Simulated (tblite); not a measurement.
Run report: CH10N2OSi2, geometry relaxation (part 3 of 3)

CH10N2OSi2; GFN2-xTB geometry optimisation, gas phase (tblite 0.8.0). It belongs to a series of runs on one base structure; here: constitutional isomer.

Geometry of the input (Å):
```
C  -2.6554  -0.0485  0.1561
N  -1.4581  0.4599  0.7921
Si -0.0717  -0.1658  -0.1805
O  -0.4649  -1.7977  -0.5513
N  1.4299  -0.1521  0.7445
Si 2.7654  0.6858  -0.0746
H  -3.5459  0.5103  0.5067
H  -2.5276  0.1419  -0.9192
H  -2.7336  -1.1423  0.2979
H  -1.4861  1.4954  0.7309
H  -0.0543  0.6358  -1.4059
H  -0.2776  -2.3583  0.2719
H  1.6851  -1.0615  1.1597
H  3.3806  -0.1178  -1.1600
H  2.2399  1.9214  -0.6982
H  3.7667  1.0024  0.9874
```

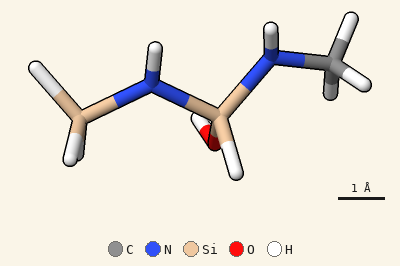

The geometry at step 170 of the log (stick view, seen at a tilt).

Trajectory as extended XYZ, continued
```
16
Properties=species:S:1:pos:R:3:forces:R:3 step=134 energy=-563.91517
C    -2.7819   -0.1309    0.1809    0.0050  -0.0060   0.0030
N    -1.4547    0.2079    0.6396   -0.0280   0.0570   0.0500
Si   -0.0860   -0.1181   -0.3551   -0.0030  -0.0190  -0.0040
O    -0.0314   -1.7016   -0.7084   -0.0290   0.1080  -0.1060
N     1.2895    0.3827    0.5707   -0.0550  -0.0440  -0.0100
Si    2.8936    0.4764   -0.0510    0.0090  -0.0230  -0.0020
H    -3.4731   -0.1527    1.0254   -0.0040  -0.0350  -0.0060
H    -3.1652    0.5779   -0.5625    0.0020  -0.0210   0.0170
H    -2.7484   -1.1161   -0.2783    0.0050   0.0160   0.0060
H    -1.4723    1.0811    1.1444    0.0570   0.0020  -0.0130
H    -0.1011    0.4562   -1.6960    0.0100  -0.0170  -0.0260
H     0.0590   -2.3396   -0.0079    0.0210  -0.0770   0.0740
H     1.1041    0.9164    1.4014   -0.0190   0.0190   0.0300
H     3.1044   -0.6949   -0.8923    0.0050  -0.0440  -0.0010
H     3.0603    1.6898   -0.8595    0.0740   0.0400   0.0090
H     3.7957    0.4744    1.1061   -0.0510   0.0440  -0.0200
16
Properties=species:S:1:pos:R:3:forces:R:3 step=141 energy=-563.92445
C    -2.7878   -0.1405    0.2132    0.0360   0.0170  -0.0160
N    -1.4596    0.2499    0.6238    0.0060   0.0190   0.0220
Si   -0.1080   -0.0895   -0.3882    0.0380   0.0050  -0.0190
O    -0.0325   -1.6680   -0.7559   -0.0540   0.0310  -0.0120
N     1.2671    0.3784    0.5556   -0.0110   0.0690   0.0320
Si    2.8864    0.4342   -0.0332   -0.0030   0.0210  -0.0140
H    -3.4447   -0.2039    1.0808   -0.0380  -0.0020   0.0330
H    -3.2246    0.5577   -0.5092   -0.0270  -0.0130   0.0110
H    -2.7275   -1.1183   -0.2562    0.0060  -0.0160  -0.0110
H    -1.4756    1.1442    1.0918    0.0040  -0.0410  -0.0040
H    -0.1465    0.4817   -1.7317    0.0340   0.0140   0.0010
H     0.1901   -2.2916   -0.0702   -0.0030  -0.0540   0.0150
H     1.0781    0.9475    1.3651   -0.0020  -0.0330  -0.0630
H     3.1045   -0.7732   -0.8215   -0.0060  -0.0090  -0.0110
H     3.1229    1.6300   -0.8538    0.0150  -0.0160  -0.0180
H     3.7502    0.4703    1.1471    0.0040   0.0060   0.0530
16
Properties=species:S:1:pos:R:3:forces:R:3 step=148 energy=-563.92900
C    -2.7962   -0.1515    0.2332    0.0040  -0.0260  -0.0290
N    -1.4621    0.2518    0.6107   -0.0160   0.0390  -0.0050
Si   -0.1169   -0.0676   -0.4161    0.0150  -0.0480  -0.0230
O    -0.0468   -1.6498   -0.7726    0.0090   0.0320  -0.0280
N     1.2555    0.4248    0.5200   -0.0110   0.0330   0.0390
Si    2.8944    0.4153   -0.0147   -0.0040   0.0140  -0.0150
H    -3.4300   -0.2416    1.1171    0.0110   0.0030   0.0300
H    -3.2738    0.5469   -0.4643    0.0360  -0.0020   0.0190
H    -2.7333   -1.1218   -0.2533    0.0080   0.0060  -0.0020
H    -1.4708    1.1386    1.0911   -0.0340   0.0000   0.0130
H    -0.1508    0.5036   -1.7613    0.0040   0.0050   0.0300
H     0.2494   -2.2669   -0.1087   -0.0250  -0.0190   0.0100
H     1.0569    1.0064    1.3182    0.0220  -0.0310  -0.0710
H     3.0976   -0.8131   -0.7786   -0.0050   0.0040   0.0320
H     3.2036    1.5756   -0.8618    0.0020  -0.0010  -0.0030
H     3.7159    0.4582    1.1985   -0.0160  -0.0090   0.0000
16
Properties=species:S:1:pos:R:3:forces:R:3 step=156 energy=-563.93138
C    -2.7911   -0.1625    0.2455   -0.0170  -0.0160  -0.0290
N    -1.4586    0.2553    0.6088   -0.0210  -0.0010  -0.0010
Si   -0.1206   -0.0571   -0.4292    0.0060   0.0050  -0.0030
O    -0.0419   -1.6362   -0.7953    0.0040   0.0400  -0.0200
N     1.2472    0.4521    0.5020    0.0180   0.0110   0.0300
Si    2.8922    0.4071   -0.0074    0.0160  -0.0070  -0.0030
H    -3.4117   -0.2610    1.1386    0.0030  -0.0100  -0.0100
H    -3.2789    0.5365   -0.4433   -0.0110   0.0060   0.0150
H    -2.7253   -1.1275   -0.2501    0.0060  -0.0120   0.0140
H    -1.4817    1.1357    1.1002    0.0340   0.0050  -0.0070
H    -0.1543    0.5235   -1.7703   -0.0180  -0.0070   0.0190
H     0.2545   -2.2603   -0.1381   -0.0250  -0.0060   0.0150
H     1.0468    1.0551    1.2823    0.0080  -0.0080  -0.0320
H     3.0829   -0.8433   -0.7364    0.0020  -0.0020   0.0020
H     3.2416    1.5446   -0.8698   -0.0060  -0.0080   0.0020
H     3.6914    0.4470    1.2200    0.0020   0.0110   0.0080
16
Properties=species:S:1:pos:R:3:forces:R:3 step=163 energy=-563.93545
C    -2.7838   -0.1913    0.2590   -0.0110   0.0010  -0.0020
N    -1.4530    0.2389    0.6145    0.0040   0.0050  -0.0110
Si   -0.1224   -0.0198   -0.4489    0.0030  -0.0040   0.0050
O    -0.0051   -1.5889   -0.8399   -0.0080  -0.0320   0.0300
N     1.2450    0.5196    0.4647   -0.0080   0.0070   0.0470
Si    2.9017    0.3791    0.0119    0.0200   0.0120   0.0120
H    -3.3875   -0.3364    1.1575    0.0120  -0.0050   0.0050
H    -3.2988    0.5240   -0.3917   -0.0050   0.0010  -0.0050
H    -2.7087   -1.1365   -0.2718    0.0020  -0.0100  -0.0060
H    -1.4775    1.1049    1.1303   -0.0010   0.0030   0.0010
H    -0.1949    0.5629   -1.7858   -0.0110   0.0140  -0.0080
H     0.1886   -2.2329   -0.1619   -0.0140   0.0300  -0.0320
H     1.0481    1.1831    1.1952    0.0140  -0.0130  -0.0260
H     3.0565   -0.9053   -0.6637    0.0080   0.0050   0.0110
H     3.3243    1.4697   -0.8787   -0.0030  -0.0140   0.0030
H     3.6599    0.4377    1.2668   -0.0020   0.0020  -0.0250
16
Properties=species:S:1:pos:R:3:forces:R:3 step=170 energy=-563.93701
C    -2.7777   -0.2148    0.2661   -0.0120   0.0000   0.0090
N    -1.4582    0.2562    0.6112    0.0110  -0.0110   0.0010
Si   -0.1263    0.0208   -0.4545   -0.0010  -0.0070   0.0100
O    -0.0166   -1.5421   -0.8708    0.0020  -0.0030  -0.0020
N     1.2462    0.5313    0.4704    0.0070  -0.0070  -0.0260
Si    2.9025    0.3464    0.0268   -0.0120  -0.0100   0.0070
H    -3.3663   -0.3862    1.1702    0.0100  -0.0050   0.0020
H    -3.3226    0.4886   -0.3727   -0.0070  -0.0030  -0.0130
H    -2.6761   -1.1538   -0.2718   -0.0060   0.0080  -0.0050
H    -1.5027    1.1165    1.1344    0.0030   0.0120   0.0010
H    -0.2102    0.6271   -1.7815    0.0030   0.0100   0.0010
H     0.1948   -2.1918   -0.2050   -0.0050  -0.0020  -0.0010
H     1.0657    1.2455    1.1543   -0.0140   0.0080   0.0200
H     3.0345   -0.9649   -0.6006    0.0090   0.0050   0.0120
H     3.3509    1.3931   -0.9008    0.0020   0.0030  -0.0110
H     3.6547    0.4370    1.2817    0.0100   0.0010  -0.0050
16
Properties=species:S:1:pos:R:3:forces:R:3 step=177 energy=-563.93733
C    -2.7764   -0.2181    0.2691    0.0030   0.0060  -0.0020
N    -1.4571    0.2582    0.6087    0.0000   0.0000   0.0020
Si   -0.1259    0.0238   -0.4578   -0.0040   0.0050   0.0050
O    -0.0187   -1.5381   -0.8777    0.0050  -0.0030   0.0030
N     1.2457    0.5349    0.4681   -0.0030  -0.0050  -0.0130
Si    2.9027    0.3437    0.0316   -0.0040   0.0020  -0.0070
H    -3.3562   -0.4021    1.1763    0.0020   0.0010  -0.0050
H    -3.3306    0.4855   -0.3618   -0.0040   0.0070   0.0060
H    -2.6725   -1.1506   -0.2792   -0.0020  -0.0090   0.0030
H    -1.5014    1.1206    1.1292   -0.0060  -0.0040  -0.0010
H    -0.2088    0.6382   -1.7809    0.0030   0.0010  -0.0070
H     0.1851   -2.1892   -0.2106   -0.0040  -0.0020  -0.0060
H     1.0611    1.2525    1.1474    0.0020   0.0080   0.0230
H     3.0314   -0.9736   -0.5818    0.0120  -0.0120   0.0030
H     3.3559    1.3791   -0.9065   -0.0020   0.0020  -0.0090
H     3.6582    0.4440    1.2833    0.0030   0.0040   0.0080
16
Properties=species:S:1:pos:R:3:forces:R:3 step=184 energy=-563.93785
C    -2.7760   -0.2123    0.2649    0.0110   0.0010   0.0070
N    -1.4560    0.2650    0.6005   -0.0060  -0.0020   0.0030
Si   -0.1205    0.0153   -0.4568   -0.0120  -0.0040   0.0060
O    -0.0281   -1.5496   -0.8707    0.0040   0.0070  -0.0070
N     1.2491    0.5198    0.4758    0.0000   0.0060  -0.0060
Si    2.9061    0.3542    0.0277    0.0020  -0.0040  -0.0040
H    -3.3452   -0.4153    1.1744   -0.0100  -0.0010   0.0130
H    -3.3415    0.4996   -0.3459    0.0060   0.0060  -0.0090
H    -2.6728   -1.1352   -0.2990   -0.0050  -0.0070  -0.0070
H    -1.4996    1.1279    1.1197    0.0020  -0.0020  -0.0020
H    -0.1913    0.6240   -1.7836    0.0080  -0.0020   0.0020
H     0.1460   -2.2065   -0.2010    0.0010   0.0070   0.0000
H     1.0605    1.2197    1.1730    0.0030  -0.0080   0.0030
H     3.0597   -0.9650   -0.5776    0.0010   0.0020   0.0020
H     3.3343    1.3940   -0.9182   -0.0040  -0.0080  -0.0040
H     3.6678    0.4734    1.2743   -0.0010   0.0070   0.0050
16
Properties=species:S:1:pos:R:3:forces:R:3 step=191 energy=-563.93850
C    -2.7790   -0.2130    0.2679    0.0190   0.0030   0.0020
N    -1.4585    0.2658    0.6017    0.0030   0.0000  -0.0040
Si   -0.1207    0.0178   -0.4541    0.0080   0.0020  -0.0010
O    -0.0357   -1.5424   -0.8868    0.0030  -0.0070   0.0110
N     1.2515    0.5038    0.4849    0.0080   0.0090   0.0100
Si    2.9076    0.3530    0.0271   -0.0010   0.0000  -0.0110
H    -3.3540   -0.3931    1.1789   -0.0070   0.0090  -0.0060
H    -3.3352    0.4886   -0.3637   -0.0010  -0.0070   0.0080
H    -2.6782   -1.1495   -0.2744    0.0040   0.0050  -0.0060
H    -1.5039    1.1365    1.1083   -0.0010  -0.0080   0.0040
H    -0.1726    0.6426   -1.7740   -0.0110  -0.0020  -0.0030
H     0.1343   -2.2073   -0.2238   -0.0010   0.0100  -0.0090
H     1.0658    1.1885    1.1981   -0.0050  -0.0150  -0.0020
H     3.0855   -0.9756   -0.5529   -0.0090   0.0100   0.0090
H     3.3093    1.3795   -0.9448   -0.0010  -0.0110  -0.0020
H     3.6761    0.5138    1.2650   -0.0080   0.0030   0.0000
16
Properties=species:S:1:pos:R:3:forces:R:3 step=198 energy=-563.93890
C    -2.7736   -0.2173    0.2694   -0.0190   0.0070  -0.0100
N    -1.4565    0.2674    0.6050    0.0050  -0.0090   0.0010
Si   -0.1186    0.0272   -0.4522    0.0100  -0.0110  -0.0160
O    -0.0377   -1.5282   -0.9017   -0.0040   0.0030  -0.0020
N     1.2534    0.5024    0.4923   -0.0020  -0.0050  -0.0120
Si    2.9076    0.3510    0.0281   -0.0060   0.0040  -0.0050
H    -3.3539   -0.3931    1.1784    0.0130  -0.0050  -0.0090
H    -3.3307    0.4789   -0.3673    0.0000   0.0080   0.0000
H    -2.6693   -1.1549   -0.2706    0.0060   0.0010   0.0100
H    -1.5071    1.1378    1.1110    0.0010   0.0010   0.0100
H    -0.1696    0.6588   -1.7688   -0.0070   0.0100   0.0000
H     0.1116   -2.2035   -0.2450    0.0080  -0.0070   0.0110
H     1.0651    1.1754    1.2150    0.0100   0.0030   0.0130
H     3.0932   -0.9903   -0.5177   -0.0090  -0.0080   0.0020
H     3.2978    1.3502   -0.9757   -0.0030  -0.0010   0.0010
H     3.6808    0.5470    1.2573   -0.0050   0.0090   0.0060
16
Properties=species:S:1:pos:R:3:forces:R:3 step=205 energy=-563.93942
C    -2.7709   -0.2218    0.2681   -0.0080  -0.0040   0.0010
N    -1.4564    0.2678    0.6068    0.0010   0.0000   0.0050
Si   -0.1202    0.0422   -0.4555    0.0000   0.0030   0.0020
O    -0.0363   -1.5104   -0.9145    0.0010  -0.0060   0.0000
N     1.2522    0.5112    0.4903    0.0000  -0.0010   0.0060
Si    2.9046    0.3409    0.0287    0.0000  -0.0010   0.0080
H    -3.3502   -0.4032    1.1763    0.0010   0.0000  -0.0040
H    -3.3312    0.4722   -0.3682    0.0060   0.0000   0.0020
H    -2.6589   -1.1589   -0.2712   -0.0050   0.0060  -0.0040
H    -1.5109    1.1332    1.1210    0.0020   0.0020   0.0040
H    -0.1778    0.6901   -1.7640    0.0000  -0.0030  -0.0010
H     0.1231   -2.1859   -0.2600    0.0040   0.0000  -0.0050
H     1.0692    1.1710    1.2266    0.0020   0.0010  -0.0080
H     3.0831   -1.0192   -0.4729    0.0030  -0.0010  -0.0020
H     3.2961    1.3063   -1.0065   -0.0020  -0.0010  -0.0020
H     3.6769    0.5735    1.2523   -0.0030   0.0050  -0.0030
```

Summary

- outcome: converged
- total energy: −563.9394 eV
- hardware: 1 CPU thread, shared host
- wall time: 2.3 s
- peak memory: 0.18 GiB
